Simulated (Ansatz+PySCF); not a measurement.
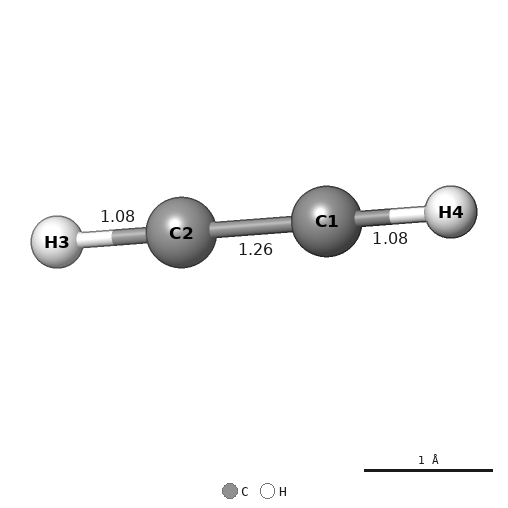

Charge +1, doublet. Geometry: a fixed input geometry, not necessarily a minimum. Basis: cc-pVTZ. Computed at fixed atoms with Ansatz. R, U and RO name restricted, unrestricted and restricted open-shell orbitals; core potentials come with def2 and Stuttgart sets past Kr, some runs use density fitting (about 1 meV), and each entry rests on the lowest determinant that the runs found.

```xyz
4
charge 1, multiplicity 2
C     0.0000    0.0000   -0.6317
C     0.0000    0.0000    0.6317
H     0.0000    0.0000    1.7113
H     0.0000    0.0000   -1.7113
```

Give total energies (hartree), correlation energies and ⟨S²⟩ of the determinant for RO-CCSD(T) (2 frozen); RO-MP2 (2 frozen); U-MP2 (2 frozen).

```tsv
method	energy (Eh)	correlation (mEh)	⟨S²⟩
U-MP2 (2 frozen)	-76.7379	-249.9	0.75
RO-MP2 (2 frozen)	-76.7382	-252.9	0.75
RO-CCSD(T) (2 frozen)	-76.7730	-287.7	0.75
```
